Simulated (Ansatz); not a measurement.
AgAsKSn (charge +1)

```yaml
atoms:
  - { symbol: Ag, position_ang: [0.3553, 0.1293, 2.3226] }
  - { symbol: As, position_ang: [-0.2502, 0.6712, -0.0444] }
  - { symbol: K, position_ang: [1.2321, -1.3089, -2.1418] }
  - { symbol: Sn, position_ang: [-2.3645, 0.0696, 1.0296] }
```

Geometry: PBE0-D3(BJ)/def2-SVP; core potentials replace the inner electrons of Ag and Sn.

All numbers below come from isolated molecule in a Gaussian basis; Kohn-Sham density functional theory, functional PBE0 (Ansatz).

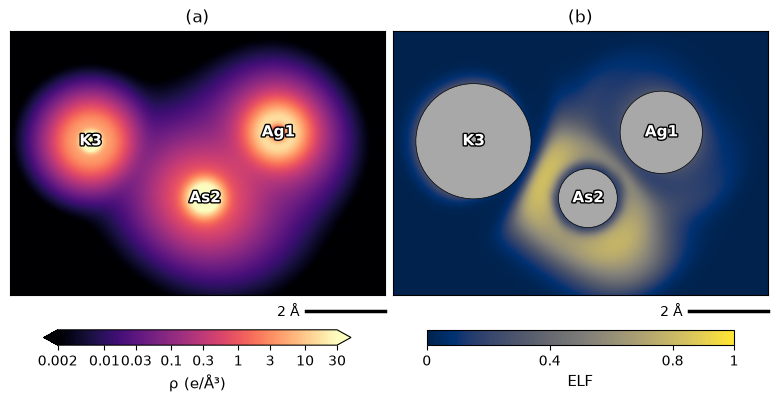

Figure 1. (a) electron density; (b) electron localisation function on the plane of atoms Ag1, As2 and K3. Grey discs cover the atomic cores in the ELF map.

What do the fields say about this system?

The plane passes through Ag, As and K nuclei. Ag–As (2.50 Å): the density is about 0.44 e/Å³ at the midpoint; the ELF is about 0.35 at the midpoint. K–As (3.24 Å): ρ is about 0.11 e/Å³ halfway; the ELF peaks at about 0.85 in the valence shell of As, 1.2 Å from its nucleus, and is about 0.25 at the midpoint.

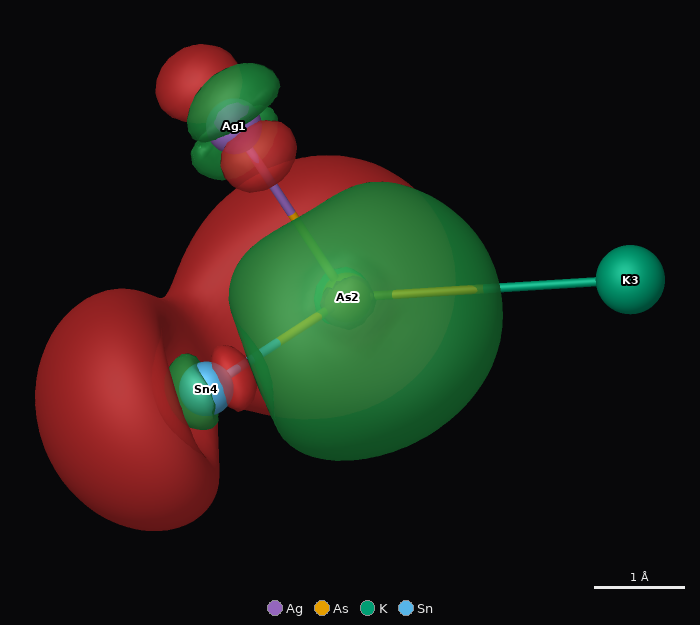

Figure 2. One frontier orbital at ±0.08 Å⁻³ᐟ² (green and red are the two phases), seen at a tilt.

Which orbital is it: HOMO or LUMO?

The HOMO, at −9.21 eV. Its weight (Hirshfeld) is mainly on As2 (about 55 %), Sn4 (about 35 %) and Ag1 (about 10 %).

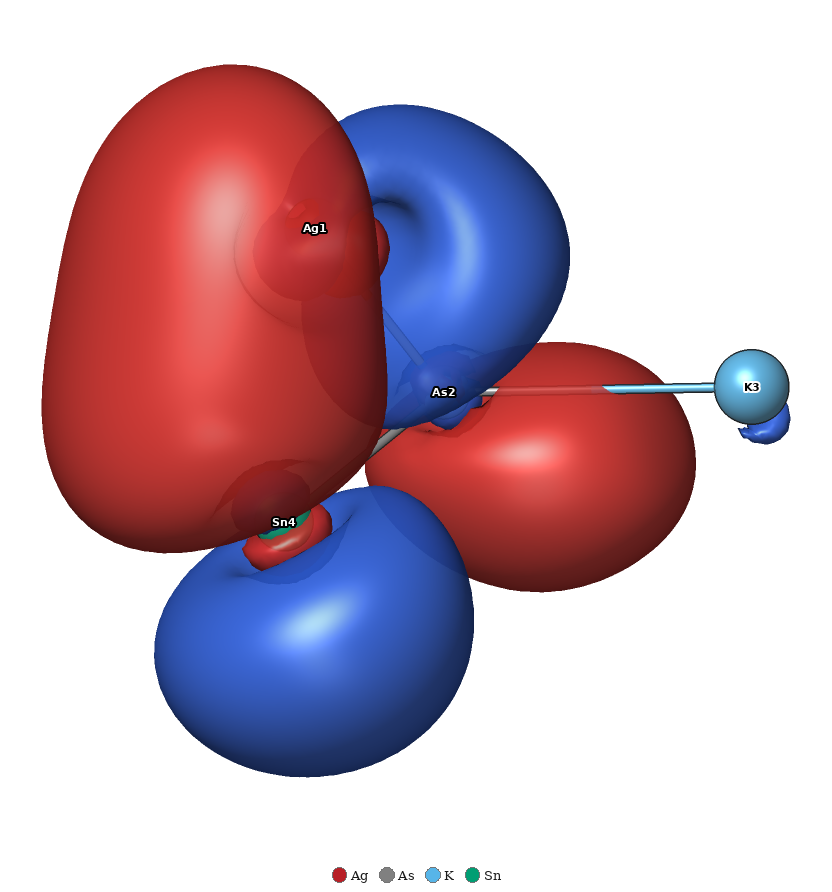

Figure 3. The LUMO at ±0.05 Å⁻³ᐟ² (red and blue are the two phases), seen across its widest extent.

Describe this orbital and give its energy.

Its weight (Hirshfeld) is mainly on Sn4 (about 45 %), As2 (about 25 %) and Ag1 (about 25 %); π-antibonding (π*) across Sn4–As2. Its energy is −5.70 eV.
